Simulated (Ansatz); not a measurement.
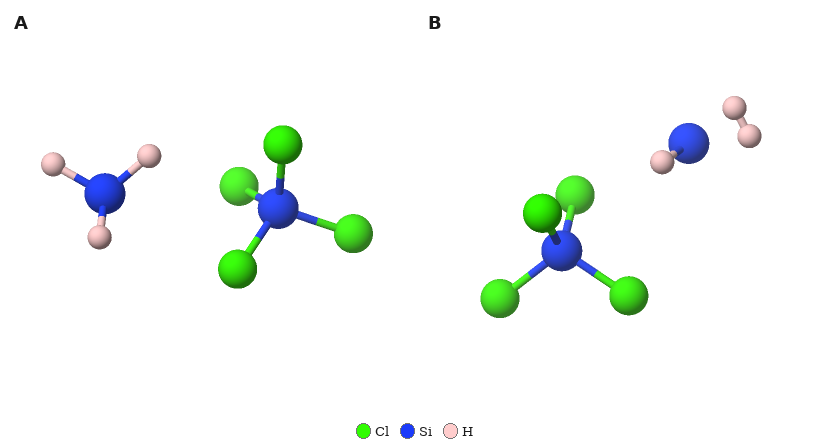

2 stationary structures of one formula. The species is neutral and a spin doublet. Geometries: PBE0-D4/def2-TZVP. Electronic energies: ωB97M-V/def2-SVP (Ansatz 0.2.0), without zero-point energy. Each is one conformer, not always the lowest.

Question: Which structure is the most stable?

Answer: A is lowest (a minimum); B lies 159.0 kJ/mol above it (a minimum).

Give E(B) − E(A) in kJ/mol at these levels too: ωB97M-V/def2-TZVPP; SPW92 (LDA)/def2-SVP; BHLYP-D4/def2-TZVPP; UHF-CCSD(T) (frozen core)/def2-TZVPP; PBE0-D4/def2-TZVP; UHF/STO-3G; CAM-B3LYP-D4/def2-TZVPP; B2PLYP (frozen core)/def2-TZVPP.

| level | E(B) − E(A) (kJ/mol) |
| --- | --- |
| ωB97M-V/def2-TZVPP | +153.1 |
| SPW92 (LDA)/def2-SVP | +147.2 |
| BHLYP-D4/def2-TZVPP | +171.1 |
| UHF-CCSD(T) (frozen core)/def2-TZVPP | +163.8 |
| PBE0-D4/def2-TZVP | +160.7 |
| UHF/STO-3G | +319.2 |
| CAM-B3LYP-D4/def2-TZVPP | +166.4 |
| B2PLYP (frozen core)/def2-TZVPP | +165.4 |
